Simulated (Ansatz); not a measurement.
```
CELL_PARAMETERS angstrom
3.26847 0.00000 0.00000
-1.63423 2.83058 0.00000
0.00000 0.00000 40.53504
ATOMIC_POSITIONS crystal
Sc 0.33333 0.66667 0.92214
Sc 0.66667 0.33333 0.85539
Sc 0.33333 0.66667 0.79032
Sc 0.66667 0.33333 0.72561
Sc 0.33333 0.66667 0.53228
Sc 0.66667 0.33333 0.46772
Sc 0.33333 0.66667 0.27439
Sc 0.66667 0.33333 0.33883
Sc 0.33333 0.66667 0.14461
Sc 0.66667 0.33333 0.20968
Sc 0.66667 0.33333 0.07786
Sc 0.33333 0.66667 0.40326
Sc 0.66667 0.33333 0.59674
Sc 0.33333 0.66667 0.66117
W 0.33333 0.66667 0.02186
W 0.66667 0.33333 0.97814
```

Space group P-3m1; a generated structure, not necessarily the stable one; spin-polarised.

Computed with DFT PBE, scalar-relativistic, plane waves, PAW (Ansatz 0.2.0).

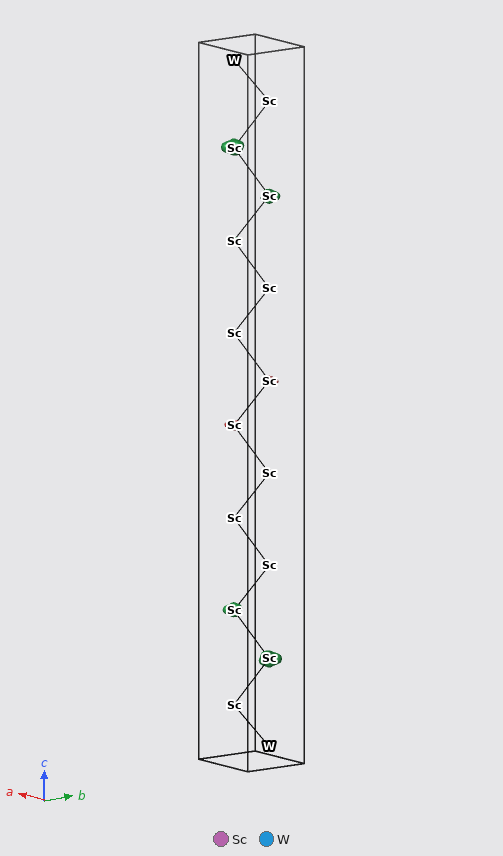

Sc₇W. Isosurfaces of the magnetisation density (up minus down) at +0.08 (green) and −0.08 e/Å³ (red), seen at an oblique angle. Sticks mark near contacts.

Core electrons are frozen (PAW), and the valence fields are smoothed inside the atomic spheres.

**Describe the spin distribution.**

The spin density sits on Sc: +0.3 μB (×2) in one cell of 16 atoms, with smaller moments on other sites: Sc (±0.27 μB): parallel moments on the main sites in this solution. The cell of the calculation (16 atoms) carries 2.1 μB of net spin moment.
